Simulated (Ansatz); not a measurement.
Geometry relaxation of Al$_{2}$BH$_{4}$Cl$_{3}$O$_{5}$ (part 2 of 3)

The same run, continued: Al$_{2}$BH$_{4}$Cl$_{3}$O$_{5}$; RKS PBE0-D4/def2-TZVP (Ansatz 0.2.0). The geometry is a transition state displaced along its imaginary mode. The reaction was set up to form B1–O6 and Cl2–H5 and to break B1–Cl2 and H5–O6 (atoms counted from 1 in the order of the input); sticks are drawn by distance alone.

Geometry of the input (Å):
```
B  -1.8017  1.5160  0.2602
Cl -0.6356  -1.0333  1.8926
Cl -1.7076  1.0964  -1.4396
Cl -3.2420  1.5464  1.1676
H  -0.4343  0.7590  1.5190
O  -0.5229  1.6412  0.8665
Al 0.7296  1.3340  -0.5427
O  1.0897  2.8211  -1.2227
O  1.3980  -0.1378  -0.3101
Al 0.6635  -1.6836  0.0750
O  1.6609  -2.9527  0.6354
O  -0.3884  -2.0502  -1.2390
H  1.8068  2.9897  -1.8153
H  2.0426  -2.8874  1.5294
H  -0.6585  -2.9588  -1.3763
```

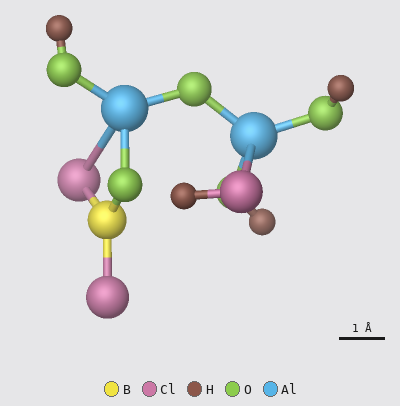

Fig. 1: The geometry at step 10 of the log (ball-and-stick view, seen at a tilt).

**Trajectory as extended XYZ, continued**
```
15
Properties=species:S:1:pos:R:3:forces:R:3 step=3 energy=-61728.51569
B    -1.7996    1.4450    0.2647    0.2812   0.4411   0.2272
Cl   -0.5841   -1.0075    1.9064    0.0528   0.1478   0.1119
Cl   -1.7128    1.1629   -1.4751   -0.0093  -0.0376   0.0712
Cl   -3.2686    1.6266    1.1325    0.1332  -0.1123  -0.1267
H    -0.4482    0.7176    1.5055   -0.0364  -0.0593  -0.0568
O    -0.5403    1.5850    0.8599   -0.3590  -0.4686  -0.3933
Al    0.7265    1.3305   -0.5354   -0.2203   0.2179   0.1725
O     1.0804    2.8245   -1.2053   -0.0434  -0.0363   0.0931
O     1.4074   -0.1399   -0.3179   -0.0069  -0.2043   0.0206
Al    0.6863   -1.6864    0.0719    0.1309   0.0450  -0.2164
O     1.6761   -2.9594    0.6369    0.0697   0.0855   0.3157
O    -0.4039   -2.0493   -1.2121   -0.0045  -0.0185   0.1140
H     1.8008    3.0023   -1.8027    0.1064   0.0420  -0.0720
H     2.0590   -2.8966    1.5159   -0.0754  -0.0818  -0.2798
H    -0.6790   -2.9554   -1.3452   -0.0189   0.0396   0.0187
15
Properties=species:S:1:pos:R:3:forces:R:3 step=4 energy=-61728.56722
B    -1.8024    1.4478    0.2324    0.0764   0.3380   0.0823
Cl   -0.5463   -0.9893    1.9413    0.1034   0.0965   0.1047
Cl   -1.7105    1.1847   -1.5120   -0.0032   0.0041   0.0265
Cl   -3.2806    1.5997    1.0923    0.1358  -0.0804  -0.1150
H    -0.4802    0.6684    1.4721    0.0700  -0.2208   0.1510
O    -0.5550    1.5518    0.8310   -0.2666  -0.1805  -0.3903
Al    0.7284    1.3354   -0.5412   -0.1853   0.1207   0.1665
O     1.0983    2.8409   -1.1767    0.0132  -0.0354   0.0363
O     1.4110   -0.1402   -0.3397   -0.0076  -0.1222   0.0060
Al    0.7015   -1.6806    0.0773    0.0157   0.0024  -0.1861
O     1.6940   -2.9621    0.6173    0.0007   0.1052   0.1682
O    -0.4584   -2.0379   -1.1458    0.0518   0.0008   0.0805
H     1.8321    3.0293   -1.7569    0.0370   0.0216  -0.0151
H     2.1105   -2.9058    1.4778   -0.0148  -0.0660  -0.1354
H    -0.7424   -2.9421   -1.2690   -0.0265   0.0162   0.0196
15
Properties=species:S:1:pos:R:3:forces:R:3 step=5 energy=-61728.64083
B    -1.8114    1.4646    0.1736   -0.1796   0.0930  -0.0986
Cl   -0.4443   -0.9554    2.0226    0.1038   0.0538   0.0048
Cl   -1.7121    1.2507   -1.5805    0.0032   0.0769  -0.0432
Cl   -3.3023    1.5608    1.0221    0.0988  -0.0104  -0.0837
H    -0.5324    0.5744    1.4269    0.2293  -0.3391   0.3897
O    -0.5841    1.4915    0.7795   -0.1424   0.1419  -0.2922
Al    0.7249    1.3407   -0.5469   -0.0784  -0.0186   0.1214
O     1.1229    2.8626   -1.1283    0.1098  -0.0469  -0.0398
O     1.4118   -0.1435   -0.3751   -0.0156   0.0360  -0.0457
Al    0.7243   -1.6740    0.0806   -0.2134  -0.1052  -0.1901
O     1.7170   -2.9654    0.5910   -0.0336   0.1042   0.0760
O    -0.5369   -2.0253   -1.0497    0.2141   0.0706   0.1554
H     1.8754    3.0655   -1.6837   -0.0845  -0.0218   0.0782
H     2.1841   -2.9210    1.4239    0.0120  -0.0401  -0.0700
H    -0.8369   -2.9263   -1.1558   -0.0234   0.0057   0.0379
15
Properties=species:S:1:pos:R:3:forces:R:3 step=6 energy=-61728.72103
B    -1.8232    1.4156    0.0997   -0.1582   0.0773  -0.1240
Cl   -0.3211   -0.8988    2.1033    0.0593   0.0381   0.0075
Cl   -1.6867    1.3278   -1.6664   -0.0212   0.0519  -0.0370
Cl   -3.3323    1.4097    0.9240    0.0458  -0.0124  -0.0751
H    -0.5296    0.5150    1.4307    0.1847  -0.2245   0.3474
O    -0.6172    1.4474    0.7267   -0.0762   0.0767  -0.1588
Al    0.7257    1.3459   -0.5458   -0.1018   0.0554   0.0344
O     1.1583    2.8744   -1.0819    0.0842  -0.0281  -0.0153
O     1.4058   -0.1448   -0.4106    0.0654  -0.0342  -0.0037
Al    0.7210   -1.6580    0.0929   -0.0178  -0.0163  -0.1059
O     1.7075   -2.9655    0.5633   -0.0406   0.0570   0.0557
O    -0.6140   -1.9662   -0.9467    0.0193  -0.0861   0.0405
H     1.9228    3.0829   -1.6166   -0.0444  -0.0188   0.0534
H     2.2491   -2.9327    1.3495    0.0092  -0.0195  -0.0575
H    -0.9660   -2.8529   -1.0219   -0.0078   0.0835   0.0383
15
Properties=species:S:1:pos:R:3:forces:R:3 step=7 energy=-61728.78808
B    -1.8436    1.3762    0.0229    0.0713   0.0220  -0.0350
Cl   -0.1905   -0.8430    2.1803    0.0010   0.0482  -0.0740
Cl   -1.6737    1.4162   -1.7530   -0.0262   0.0116   0.1546
Cl   -3.3710    1.2844    0.8189    0.1083  -0.0031  -0.1336
H    -0.5226    0.4512    1.4523    0.1553  -0.1563   0.2892
O    -0.6523    1.3992    0.6758   -0.2634   0.0637  -0.2670
Al    0.7225    1.3503   -0.5472   -0.0960   0.0230   0.0177
O     1.1930    2.8862   -1.0318    0.0736  -0.0509  -0.0066
O     1.4046   -0.1486   -0.4497    0.0419  -0.0001   0.0079
Al    0.7263   -1.6470    0.0957   -0.1338   0.0080  -0.1997
O     1.7013   -2.9677    0.5410    0.1393   0.0174   0.2512
O    -0.6899   -1.9246   -0.8516    0.1211  -0.0784   0.1521
H     1.9711    3.1006   -1.5442   -0.0526  -0.0361   0.0610
H     2.3176   -2.9405    1.2764   -0.1790  -0.0022  -0.2708
H    -1.0928   -2.7930   -0.8858    0.0392   0.1330   0.0529
15
Properties=species:S:1:pos:R:3:forces:R:3 step=8 energy=-61728.84084
B    -1.8483    1.3268   -0.0405   -0.2172  -0.0381  -0.1784
Cl   -0.1123   -0.7957    2.2155    0.0295   0.0053   0.0357
Cl   -1.6482    1.4532   -1.8190   -0.0350  -0.0295   0.2272
Cl   -3.3928    1.1518    0.7192    0.1205   0.0188  -0.1716
H    -0.4963    0.4205    1.4911    0.0421  -0.1846   0.2125
O    -0.6858    1.3660    0.6304    0.1535   0.1960  -0.1095
Al    0.7181    1.3542   -0.5474   -0.1678   0.0299  -0.0314
O     1.2214    2.8918   -0.9871    0.0126  -0.0274   0.0333
O     1.4043   -0.1472   -0.4820    0.0796  -0.0177   0.0363
Al    0.7286   -1.6314    0.0914   -0.1101   0.0382  -0.1913
O     1.6870   -2.9673    0.5154    0.0940  -0.0055   0.1781
O    -0.7499   -1.8716   -0.7568   -0.0030  -0.1822   0.0849
H     2.0115    3.1080   -1.4768    0.0175  -0.0205   0.0164
H     2.3662   -2.9419    1.1902   -0.1207   0.0016  -0.1835
H    -1.2035   -2.7172   -0.7436    0.1044   0.2155   0.0415
15
Properties=species:S:1:pos:R:3:forces:R:3 step=9 energy=-61728.88045
B    -1.8562    1.2819   -0.1089   -0.2127  -0.1484  -0.0959
Cl    0.0018   -0.7703    2.2828   -0.1234   0.2588  -0.1974
Cl   -1.6254    1.4282   -1.8877    0.0069  -0.0100   0.1931
Cl   -3.4239    1.0607    0.6030    0.1745   0.0507  -0.1755
H    -0.4767    0.3557    1.5463    0.1212  -0.2470   0.2616
O    -0.7152    1.3414    0.5839    0.1509   0.1333   0.0140
Al    0.7038    1.3626   -0.5603   -0.1840   0.0221   0.0033
O     1.2464    2.9039   -0.9419    0.3045   0.0525  -0.1645
O     1.4035   -0.1391   -0.5111    0.0569  -0.0289   0.0348
Al    0.7271   -1.6096    0.0804   -0.2179  -0.0596  -0.2447
O     1.6672   -2.9634    0.4892   -0.2116   0.0224  -0.0933
O    -0.8172   -1.8190   -0.6647    0.7912   0.9033   0.1038
H     2.0631    3.1238   -1.3993   -0.3185  -0.1291   0.1965
H     2.4030   -2.9367    1.0911    0.1605   0.0078   0.0596
H    -1.3013   -2.6204   -0.6027   -0.4985  -0.8279   0.1045
15
Properties=species:S:1:pos:R:3:forces:R:3 step=10 energy=-61728.88009 accepted=F
B    -1.8538    1.2172   -0.1711   -0.0875  -0.0137   0.0778
Cl    0.0846   -0.7169    2.3163    0.1077  -0.2817   0.2126
Cl   -1.5841    1.4018   -1.9454    0.0408  -0.0610   0.1043
Cl   -3.4497    0.9734    0.4818    0.2478   0.0225  -0.1640
H    -0.4454    0.3134    1.6184   -0.0885   0.1775  -0.0175
O    -0.7375    1.3292    0.5504   -0.0602   0.1856  -0.1571
Al    0.6914    1.3721   -0.5655   -0.2163   0.0554   0.0258
O     1.2686    2.9128   -0.9021   -0.5735  -0.2173   0.2833
O     1.4095   -0.1277   -0.5303    0.0630   0.0083  -0.0015
Al    0.7278   -1.5866    0.0625   -0.2145  -0.1148  -0.2005
O     1.6414   -2.9622    0.4518    0.6467   0.0194   0.5180
O    -0.8658   -1.7487   -0.5760   -0.9113  -1.4849   0.2875
H     2.0869    3.1255   -1.3199    0.5536   0.1160  -0.2718
H     2.4491   -2.9368    0.9896   -0.6883  -0.0058  -0.5346
H    -1.4231   -2.5666   -0.4604    1.1805   1.5945  -0.1621
15
Properties=species:S:1:pos:R:3:forces:R:3 step=11 energy=-61728.92875
B    -1.8492    1.2358   -0.1393   -0.0232   0.0751   0.1013
Cl    0.0329   -0.7434    2.2938   -0.0014  -0.0205   0.0918
Cl   -1.5890    1.3959   -1.9109    0.0383  -0.0661   0.0257
Cl   -3.4371    1.0217    0.5264    0.1453  -0.0191  -0.1113
H    -0.4578    0.3477    1.6015    0.0328  -0.0800   0.0959
O    -0.7246    1.3501    0.5757   -0.1199   0.0969  -0.1075
Al    0.6901    1.3685   -0.5588   -0.1768  -0.0819   0.0226
O     1.2483    2.9036   -0.9263    0.0238   0.0689  -0.0140
O     1.4042   -0.1309   -0.5111    0.0795   0.0347  -0.0118
Al    0.7246   -1.5985    0.0666    0.1283   0.0293  -0.0653
O     1.6481   -2.9656    0.4575   -0.1670  -0.0122  -0.0298
O    -0.8342   -1.7768   -0.6064   -0.2097  -0.0945  -0.0535
H     2.0700    3.1154   -1.3615    0.0319  -0.0162  -0.0034
H     2.4158   -2.9396    1.0186    0.1630  -0.0070   0.0375
H    -1.3421   -2.5838   -0.5257    0.0551   0.0926   0.0216
15
Properties=species:S:1:pos:R:3:forces:R:3 step=12 energy=-61728.95452
B    -1.8386    1.2098   -0.1673   -0.1299   0.0015   0.1579
Cl    0.0717   -0.7274    2.3229    0.0007  -0.0205   0.0696
Cl   -1.5484    1.3657   -1.9377    0.0578  -0.0495  -0.0068
Cl   -3.4373    0.9480    0.4588    0.1537   0.0118  -0.1089
H    -0.4435    0.3375    1.6421    0.0175  -0.0585   0.0886
O    -0.7361    1.3584    0.5684   -0.1159   0.0907  -0.0730
Al    0.6754    1.3776   -0.5588   -0.0669  -0.0496  -0.0308
O     1.2574    2.9093   -0.9088    0.0058   0.0617  -0.0076
O     1.3987   -0.1212   -0.5192    0.0523   0.0255  -0.0156
Al    0.7163   -1.5851    0.0547    0.0859  -0.0027  -0.0307
O     1.6255   -2.9628    0.4409   -0.0836  -0.0035   0.0198
O    -0.8702   -1.7451   -0.5587   -0.1714  -0.0874  -0.0472
H     2.0878    3.1130   -1.3309    0.0365  -0.0185  -0.0067
H     2.4307   -2.9350    0.9504    0.0811  -0.0099  -0.0273
H    -1.3894   -2.5429   -0.4568    0.0765   0.1089   0.0187
15
Properties=species:S:1:pos:R:3:forces:R:3 step=13 energy=-61728.98245
B    -1.8238    1.1599   -0.2111   -0.1871  -0.0070   0.3250
Cl    0.1232   -0.7078    2.3797    0.0559  -0.0997   0.0677
Cl   -1.4729    1.2898   -1.9795    0.0703  -0.0265  -0.0510
Cl   -3.4463    0.8604    0.3439    0.2203   0.0376  -0.1069
H    -0.4270    0.3197    1.7260   -0.0415   0.0535   0.0171
O    -0.7592    1.3772    0.5598   -0.2384   0.0050  -0.1489
Al    0.6497    1.3933   -0.5590    0.1097   0.0261  -0.0829
O     1.2708    2.9187   -0.8856   -0.0335   0.0188   0.0043
O     1.3921   -0.1031   -0.5278    0.0054   0.0120   0.0039
Al    0.7057   -1.5620    0.0379   -0.0959  -0.0664  -0.0127
O     1.5911   -2.9591    0.4104    0.4585   0.0349   0.2621
O    -0.9247   -1.6906   -0.4813   -0.0002  -0.0587  -0.0040
H     2.1166    3.1060   -1.2844    0.0266  -0.0300  -0.0046
H     2.4649   -2.9289    0.8184   -0.4643  -0.0265  -0.2844
H    -1.4601   -2.4736   -0.3474    0.1141   0.1270   0.0154
15
Properties=species:S:1:pos:R:3:forces:R:3 step=14 energy=-61729.00036
B    -1.8424    1.1570   -0.2200    0.1008   0.0295  -0.1552
Cl    0.1245   -0.7381    2.4194   -0.0136   0.0167   0.0338
Cl   -1.4060    1.2234   -1.9971   -0.0605  -0.0187  -0.0284
Cl   -3.4689    0.8483    0.2661   -0.1065  -0.0168   0.0023
H    -0.4337    0.2977    1.8124   -0.0440   0.0603  -0.0057
O    -0.8043    1.4262    0.5506    0.2080  -0.0846   0.1341
Al    0.6296    1.4079   -0.5646   -0.0818  -0.0887   0.0402
O     1.2757    2.9192   -0.9150    0.0319   0.0403  -0.0115
O     1.3911   -0.0830   -0.4713   -0.0737   0.0360   0.0789
Al    0.6925   -1.5416    0.0868    0.0811   0.0159  -0.2179
O     1.5711   -2.9492    0.4359    0.1277   0.0316   0.0707
O    -0.9228   -1.6695   -0.4672   -0.0297   0.0525   0.0785
H     2.1476    3.0650   -1.2760   -0.0200  -0.0187   0.0177
H     2.5091   -2.9282    0.6240   -0.0988  -0.0294  -0.0372
H    -1.4632   -2.4352   -0.2842   -0.0208  -0.0261  -0.0004
15
Properties=species:S:1:pos:R:3:forces:R:3 step=15 energy=-61728.98471 accepted=F
B    -1.8463    1.1526   -0.2329   -0.0423  -0.0433  -0.0225
Cl    0.0947   -0.7119    2.4609   -0.0224   0.0384  -0.0050
Cl   -1.4246    1.2079   -2.0118    0.0598   0.0180  -0.0018
Cl   -3.4853    0.8603    0.2414    0.0297   0.0180   0.0114
H    -0.4667    0.3095    1.8360    0.0194  -0.0533   0.0530
O    -0.8057    1.4057    0.5423   -0.1422   0.1032   0.0275
Al    0.6171    1.4119   -0.5585    0.1017   0.0591   0.0295
O     1.2908    2.9118   -0.9339   -0.0697  -0.0945   0.0058
O     1.3910   -0.0651   -0.4149    0.0888  -0.0549  -0.2482
Al    0.7018   -1.5439    0.0654   -0.0727   0.0889   0.3716
O     1.5876   -2.9114    0.5401    0.0094   0.0169  -0.2147
O    -0.9414   -1.6445   -0.4065    0.0702  -0.0748  -0.0813
H     2.1876    3.0027   -1.2503   -0.0010   0.0179   0.0034
H     2.5360   -2.9305    0.4260    0.0251  -0.0502   0.0587
H    -1.4366   -2.4552   -0.3033   -0.0538   0.0108   0.0127
15
Properties=species:S:1:pos:R:3:forces:R:3 step=16 energy=-61729.00518
B    -1.8311    1.1553   -0.2483   -0.0182  -0.0184   0.0094
Cl    0.1086   -0.7369    2.4731    0.0115   0.0084  -0.0574
Cl   -1.4185    1.2097   -2.0248    0.0450   0.0120  -0.0031
Cl   -3.4616    0.8586    0.2482   -0.0859  -0.0102  -0.0105
H    -0.4825    0.2704    1.8639    0.0199   0.0323  -0.0146
O    -0.7985    1.4171    0.5328    0.1094   0.0161  -0.0051
Al    0.6362    1.4188   -0.5654   -0.1298  -0.0775   0.0632
O     1.2719    2.9314   -0.9344    0.0316  -0.0102   0.0070
O     1.3899   -0.0741   -0.4739    0.0638  -0.0103   0.0078
Al    0.7122   -1.5446    0.0609   -0.1170   0.0543  -0.0216
O     1.5897   -2.9430    0.4305    0.0071  -0.0186   0.0079
O    -0.9304   -1.6510   -0.4180    0.0615  -0.0009   0.0205
H     2.1573    3.0743   -1.2620   -0.0152  -0.0067   0.0016
H     2.5327   -2.9672    0.5753   -0.0156   0.0240  -0.0188
H    -1.4760   -2.4189   -0.2577    0.0320   0.0059   0.0138
15
Properties=species:S:1:pos:R:3:forces:R:3 step=17 energy=-61729.00884
B    -1.8368    1.1309   -0.2530   -0.0518   0.0294  -0.0021
Cl    0.1357   -0.6942    2.4437    0.0971  -0.1567   0.1599
Cl   -1.3795    1.1953   -2.0269   -0.0130  -0.0133   0.0327
Cl   -3.4840    0.8329    0.1952    0.0611   0.0048  -0.0188
H    -0.4584    0.3165    1.8513   -0.0758   0.1220  -0.1057
O    -0.8174    1.4140    0.5411   -0.0379  -0.0251  -0.0264
Al    0.6191    1.4100   -0.5530    0.0667  -0.0230  -0.0230
O     1.2789    2.9187   -0.9007   -0.0457  -0.0123   0.0247
O     1.3885   -0.0768   -0.4613    0.0141   0.0328  -0.0366
Al    0.7014   -1.5403    0.0763   -0.0809   0.0342   0.0030
O     1.5780   -2.9456    0.4326    0.3563   0.0063   0.0132
O    -0.9460   -1.6432   -0.3869    0.0178  -0.0043  -0.0026
H     2.1651    3.0479   -1.2301    0.0246  -0.0034  -0.0054
H     2.5379   -2.9514    0.4842   -0.3429  -0.0062  -0.0117
H    -1.4823   -2.4147   -0.2124    0.0103   0.0148  -0.0012
```
